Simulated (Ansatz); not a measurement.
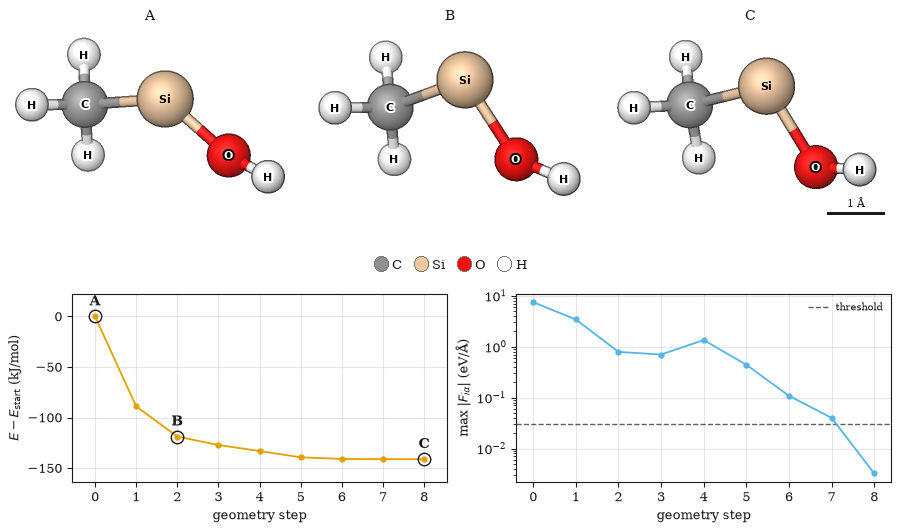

Frames of a relaxation of CH4OSi, marked on the history of the run. Style: ball-and-stick. Shown from a free direction.

It is one of the separated reactants of a reaction.

Theory: Ansatz, RKS PBE-D4/def2-SVP.

The input:
```yaml
crystal:
  periodic: [false, false, false]
  atoms:
    - {symbol: C, position_ang: [-0.666628, 0.446160, -0.235808]}
    - {symbol: Si, position_ang: [0.819899, -0.553352, 0.217312]}
    - {symbol: O, position_ang: [1.752720, -1.269098, -0.741938]}
    - {symbol: H, position_ang: [-0.810114, 0.475161, -1.315785]}
    - {symbol: H, position_ang: [-1.557147, 0.021902, 0.238565]}
    - {symbol: H, position_ang: [-0.557687, 1.466553, 0.145087]}
    - {symbol: H, position_ang: [2.402079, -1.976991, -0.876553]}
basis:
  gaussian: {orbitals: def2-SVP}
hamiltonian: {xc: pbe, dispersion: d4}
relax: {f_tol: 0.03, max_steps: 250}
```

Launched with:
```bash
ansatz run in.yaml --threads 2 --pin off --events-out ev --progress --plain --max-ram 4352MiB
```

Q: Describe the path.

A: The atom that moves furthest after the best rigid fit is O3 (0.35 Å). Largest moves by element: O 0.35 Å, Si 0.29 Å, H 0.24 Å, C 0.10 Å. Near-neighbour distances that change, for instance: Si2–O3 1.517 → 1.701 Å, C1–Si2 1.848 → 1.911 Å, C1–H4 1.090 → 1.109 Å, O3–H7 0.970 → 0.976 Å. Bond angles that change, for instance: Si2–O3–H7 147.5° → 111.4°, C1–Si2–O3 126.5° → 97.6°. Groups turn about Si2–O3 by about 25°. After 8 geometry steps the energy has fallen by 141.1 kJ/mol. The largest force component goes from 7.5 to 0.0032 eV/Å. The run took 3.3 s on 2 threads of AMD EPYC 9R45 96-Core (shared host). From step 0 to 2: Si2 moves most (0.39 Å), energy −118.8 kJ/mol. From step 2 to 8: O3 moves most (0.21 Å), energy −22.3 kJ/mol.

| step | E − E(0), kJ/mol | largest force component, eV/Å |
| --- | --- | --- |
| 0 | 0.00 | 7.4660 |
| 1 | -88.96 | 3.4166 |
| 2 | -118.77 | 0.7892 |
| 3 | -127.15 | 0.7005 |
| 4 | -133.08 | 1.3472 |
| 5 | -139.32 | 0.4405 |
| 6 | -140.91 | 0.1085 |
| 7 | -141.11 | 0.0400 |
| 8 | -141.12 | 0.0032 |
